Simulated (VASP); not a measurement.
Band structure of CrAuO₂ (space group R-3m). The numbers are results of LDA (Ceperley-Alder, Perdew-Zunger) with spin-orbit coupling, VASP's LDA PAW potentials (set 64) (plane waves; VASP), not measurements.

The run has a spin-polarised start.

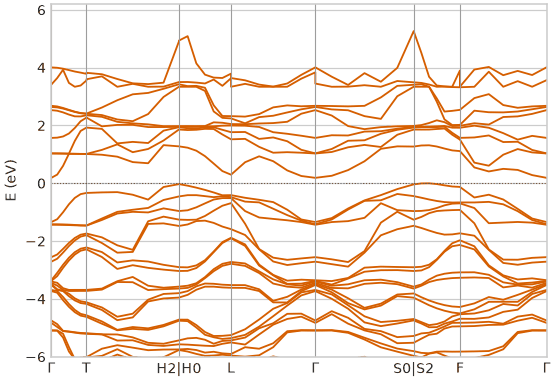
Bands along high-symmetry lines, zero at the valence-band maximum or, without a gap, the Fermi level

**Question.** Read the plot: is there a gap, and where are the band edges?

**Answer.** The gap is indirect, 0.19 eV, from the valence maximum at (-0.38, 0.38, 0.00) to the conduction minimum at Γ.

The structure comes from a computed database's CrAuO2 entry (R-3m); how it stands against other phases isn't given here. It was relaxed first, which changed the volume by -5 %.
